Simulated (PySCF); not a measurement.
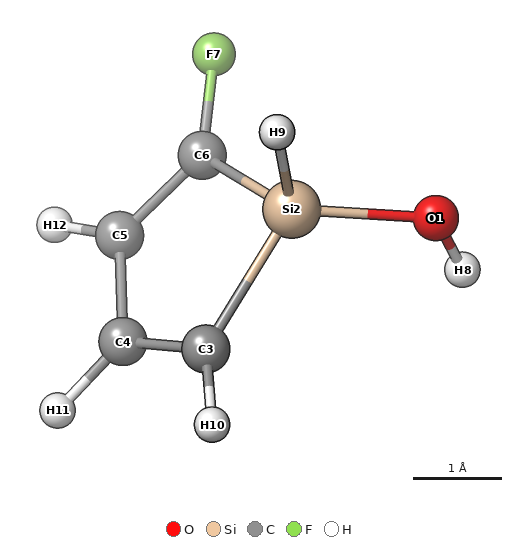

Fig. 1: The structure (ball-and-stick view, seen at a tilt; atoms are numbered from 1 in the order of the input). Bond lengths as drawn: C–C 1.34 to 1.48 Å, C–F 1.33 Å, C–H 1.09 to 1.10 Å, C–Si 1.87 to 1.90 Å, H–O 0.96 Å, H–Si 1.49 Å and O–Si 1.66 Å.

# What a change does: NMR shielding calculation on C₄H₅FOSi

System: C₄H₅FOSi.
Method of run A: GIAO PBE0/6-31G* NMR shielding, non-relativistic, gas phase (PySCF 2.14.0).

The geometry comes from this level: PBE0-D3(BJ)/def2-SVP. Text and figures count atoms from 1; the logs count them from 0 in places.

## Input, run A
```
{"job": {"kind": "nmr", "xc": "PBE0", "basis": "6-31G*", "pop": true}, "charge": 0, "multiplicity": 1}
O      2.196910    -1.261486    -0.111919
Si     0.628451    -0.977390     0.358506
C     -0.654597    -0.725691    -0.975380
C     -1.223423     0.481272    -0.763188
C     -0.725787     1.316210     0.354876
C      0.268152     0.754090     1.062717
F      0.849504     1.338488     2.104203
H      2.550644    -0.693494    -0.802771
H      0.321394    -2.049012     1.340532
H     -0.985564    -1.387731    -1.777720
H     -2.041498     0.870707    -1.380168
H     -1.147010     2.301864     0.571422
```

The first line tells a small driver script what to run in PySCF; the rest is the geometry in Å.

Command:
```bash
OMP_NUM_THREADS=1 python <driver script> task.json out
```

Hardware: 1 CPU thread, shared host.

## Output (run A)
```
coarse grid: 11240 points
cycle   1  E = -619.4009715070  dE =  1.047e+00  |g| = 8.063e-01  |ddm| = 3.418e+00
cycle   2  E = -619.2381081070  dE =  1.629e-01  |g| = 1.215e+00  |ddm| = 1.490e+00
cycle   3  E = -619.5239320860  dE = -2.858e-01  |g| = 1.327e-01  |ddm| = 1.019e+00
cycle   4  E = -619.5281555612  dE = -4.223e-03  |g| = 3.365e-02  |ddm| = 1.637e-01
cycle   5  E = -619.5284151601  dE = -2.596e-04  |g| = 8.668e-03  |ddm| = 3.661e-02
cycle   6  E = -619.5284274637  dE = -1.230e-05  |g| = 4.886e-03  |ddm| = 1.125e-02
cycle   7  E = -619.5284334691  dE = -6.005e-06  |g| = 7.222e-04  |ddm| = 4.600e-03
final grid: 106432 points
cycle   8  E = -619.4742216411  dE = -1.684e-05  |g| = 7.764e-03  |ddm| = 1.721e-02
cycle   9  E = -619.4742070698  dE =  1.457e-05  |g| = 1.156e-02  |ddm| = 1.665e-02
cycle  10  E = -619.4742358983  dE = -2.883e-05  |g| = 1.190e-03  |ddm| = 1.012e-02
cycle  11  E = -619.4742362037  dE = -3.055e-07  |g| = 2.186e-04  |ddm| = 1.174e-03
cycle  12  E = -619.4742362117  dE = -7.977e-09  |g| = 1.255e-04  |ddm| = 2.806e-04
cycle  13  E = -619.4742362158  dE = -4.083e-09  |g| = 2.462e-05  |ddm| = 1.360e-04
cycle  14  E = -619.4742362159  dE = -1.316e-10  |g| = 9.823e-06  |ddm| = 3.020e-05
converged SCF energy = -619.4742362159

GIAO shielding tensors (ppm)
atom      isotropic    diamagn.    paramagn.     s11        s22        s33       span
  0 O      317.367     389.526     -72.159    279.908    308.637    363.556     83.648
  1 Si     425.808     883.397    -457.589    392.026    425.227    460.172     68.146
  2 C       86.043     261.246    -175.204    -10.894     88.199    180.823    191.718
  3 C       50.595     255.150    -204.555    -64.102     55.646    160.241    224.342
  4 C       77.776     258.719    -180.942    -22.208     98.943    156.594    178.802
  5 C       26.501     257.604    -231.102    -61.424     48.626     92.302    153.725
  6 F      309.707     470.500    -160.792    199.371    238.561    491.191    291.820
  7 H       31.207      28.928       2.279     23.378     26.823     43.420     20.041
  8 H       26.648      29.377      -2.730     23.764     24.570     31.610      7.846
  9 H       26.966      29.657      -2.691     25.318     26.866     28.715      3.398
 10 H       25.277      28.787      -3.510     23.092     24.738     28.002      4.909
 11 H       26.295      29.351      -3.055     23.478     25.784     29.624      6.146
```

For run B the input was changed thus:
```diff
-"basis": "6-31G*"
+"basis": "pcSseg-0"
```

What does this change do to the results?

The total energy of run B is 673.0 kcal/mol higher, which measures the change of basis and not a stability. The HOMO goes from −6.39 to −6.90 eV. The LUMO goes from −1.52 to −1.94 eV. The dipole moment goes from 2.28 to 2.59 D. Of all shieldings, the largest change is that of Si2, by −59.7 ppm. The number of SCF iterations is the same. The basis functions go from 112 to 77.

## Output (run B)
```
coarse grid: 11240 points
cycle   1  E = -618.3171413122  dE =  1.010e+00  |g| = 7.446e-01  |ddm| = 4.054e+00
cycle   2  E = -618.1507303379  dE =  1.664e-01  |g| = 1.187e+00  |ddm| = 2.750e+00
cycle   3  E = -618.4245515890  dE = -2.738e-01  |g| = 9.577e-02  |ddm| = 1.896e+00
cycle   4  E = -618.4266632650  dE = -2.112e-03  |g| = 3.826e-02  |ddm| = 2.101e-01
cycle   5  E = -618.4269395594  dE = -2.763e-04  |g| = 1.112e-02  |ddm| = 4.920e-02
cycle   6  E = -618.4269641480  dE = -2.459e-05  |g| = 3.469e-03  |ddm| = 1.641e-02
cycle   7  E = -618.4269670764  dE = -2.928e-06  |g| = 1.114e-03  |ddm| = 5.502e-03
final grid: 106432 points
cycle   8  E = -618.4017961853  dE = -1.890e-05  |g| = 4.459e-03  |ddm| = 1.886e-02
cycle   9  E = -618.4017942171  dE =  1.968e-06  |g| = 5.340e-03  |ddm| = 1.240e-02
cycle  10  E = -618.4018005789  dE = -6.362e-06  |g| = 1.038e-03  |ddm| = 7.740e-03
cycle  11  E = -618.4018008186  dE = -2.397e-07  |g| = 1.447e-04  |ddm| = 1.340e-03
cycle  12  E = -618.4018008218  dE = -3.254e-09  |g| = 8.869e-05  |ddm| = 2.646e-04
cycle  13  E = -618.4018008236  dE = -1.777e-09  |g| = 1.384e-05  |ddm| = 1.141e-04
cycle  14  E = -618.4018008236  dE = -4.252e-11  |g| = 4.507e-06  |ddm| = 2.477e-05
converged SCF energy = -618.4018008236

GIAO shielding tensors (ppm)
atom      isotropic    diamagn.    paramagn.     s11        s22        s33       span
  0 O      345.993     395.656     -49.664    273.389    355.582    409.006    135.618
  1 Si     366.101     875.810    -509.709    318.238    365.352    414.713     96.475
  2 C       70.752     267.758    -197.006    -41.744     71.947    182.052    223.796
  3 C       32.508     259.672    -227.164    -97.665     34.623    160.566    258.231
  4 C       58.017     261.169    -203.151    -59.387     81.252    152.186    211.573
  5 C        4.456     264.913    -260.457    -96.096     30.231     79.234    175.329
  6 F      286.523     466.180    -179.658    130.513    190.072    538.983    408.470
  7 H       32.418      29.261       3.158     24.575     27.713     44.967     20.392
  8 H       26.776      27.112      -0.335     23.222     24.459     32.648      9.426
  9 H       27.285      31.330      -4.046     26.024     26.912     28.918      2.895
 10 H       25.850      29.391      -3.541     24.100     25.214     28.235      4.134
 11 H       26.715      29.819      -3.104     23.785     25.850     30.510      6.724
```

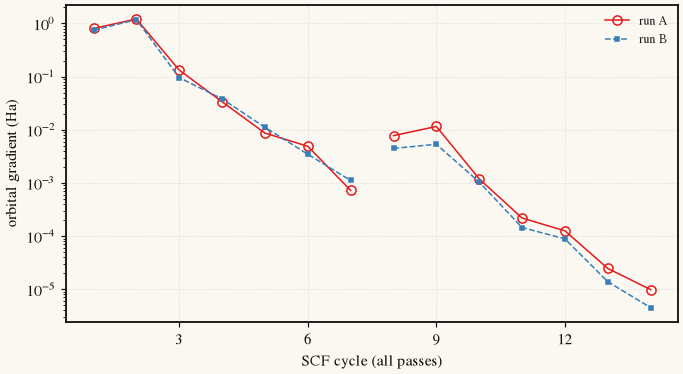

Fig. 2: Convergence of the two runs: orbital gradient against the SCF cycle. A break in a curve parts two SCF passes (coarse and final grid). Run A takes 14 cycles in all, and run B takes 14.

## The two runs side by side

| quantity | run A | run B |
| --- | --- | --- |
| outcome | converged | converged |
| total energy (hartree) | −619.474236 | −618.401801 |
| HOMO (eV) | −6.39 | −6.90 |
| LUMO (eV) | −1.52 | −1.94 |
| dipole moment (D) | 2.28 | 2.59 |
| shielding of O1 (ppm) | 317.4 | 346.0 |
| shielding of Si2 (ppm) | 425.8 | 366.1 |
| shielding of C3 (ppm) | 86.0 | 70.8 |
| shielding of C4 (ppm) | 50.6 | 32.5 |
| shielding of C5 (ppm) | 77.8 | 58.0 |
| shielding of C6 (ppm) | 26.5 | 4.5 |
| shielding of F7 (ppm) | 309.7 | 286.5 |
| SCF iterations | 14 | 14 |
| basis functions | 112 | 77 |
| wall time (shared host) | 14 s | 8.2 s |
